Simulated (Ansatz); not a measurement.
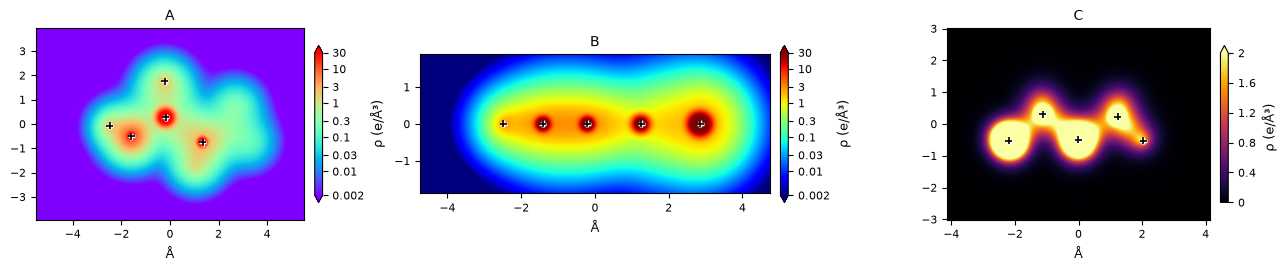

The total electron density of 3 systems, each on a plane through atoms (crosses mark nuclei in the plane).

Theory: isolated molecule in a Gaussian basis; Kohn-Sham density functional theory, functional PBE0 (Ansatz 0.2.0).

System 1: C2H4F2O (SMILES COC(F)F), the plane of atoms F4, C2 and O5. Geometry: BLYP-D3(BJ)/def2-SVP.

```xyz
9

C    -1.0700   -0.0998    0.6109
C    -0.3426   -1.4873   -1.1500
F    -0.4880   -2.6866   -0.4751
F    -0.5727   -1.7200   -2.4646
O    -1.2673   -0.5700   -0.7291
H    -1.1898   -0.9209    1.3482
H    -0.0599    0.3533    0.7364
H    -1.8376    0.6733    0.7923
H     0.7152   -1.1548   -1.0031
```

System 2: C2H7OSi (charge +1), the plane of atoms C2, Si4 and H10. Geometry: PBE-D3(BJ)/def2-SVP.

| atom | x (Å) | y (Å) | z (Å) |
| --- | --- | --- | --- |
| C | -1.2535 | -2.5930 | -0.8598 |
| C | -0.8625 | -1.4062 | 0.0483 |
| O | -2.3399 | 0.3703 | 1.8870 |
| Si | -1.9786 | -1.1516 | 1.4813 |
| H | -1.3187 | -3.5493 | -0.3041 |
| H | -2.2156 | -2.4188 | -1.3785 |
| H | -0.4733 | -2.7171 | -1.6353 |
| H | 0.1452 | -1.5700 | 0.5066 |
| H | -0.7938 | -0.4358 | -0.4904 |
| H | -2.5898 | -2.2363 | 2.3061 |
| H | -2.9070 | 0.6454 | 2.6374 |

System 3: C2HBS, a plane that holds the molecular axis. Geometry: B3LYP-D4/def2-TZVP.

```xyz
5

C     0.0000    0.0000   -0.2120
C     0.0000    0.0000   -1.4189
B     0.0000    0.0000    1.2533
S     0.0000    0.0000    2.8607
H     0.0000    0.0000   -2.4831
```

> Which map belongs to which system?

Panel A is system 2, C2H7OSi: the plane holds C, O, Si and H. Si–O (1.62 Å): ρ is about 1.3 e/Å³ halfway. Panel B is system 3, C2HBS: the plane holds C, B, S and H. C–C (1.21 Å): ρ is about 2.8 e/Å³ halfway. Panel C is system 1, C2H4F2O: the plane holds C, F, O and H. C–F (1.35 Å): the density is about 2.3 e/Å³ at the midpoint, with its minimum of 1.8 e/Å³ about 0.5 Å from C.
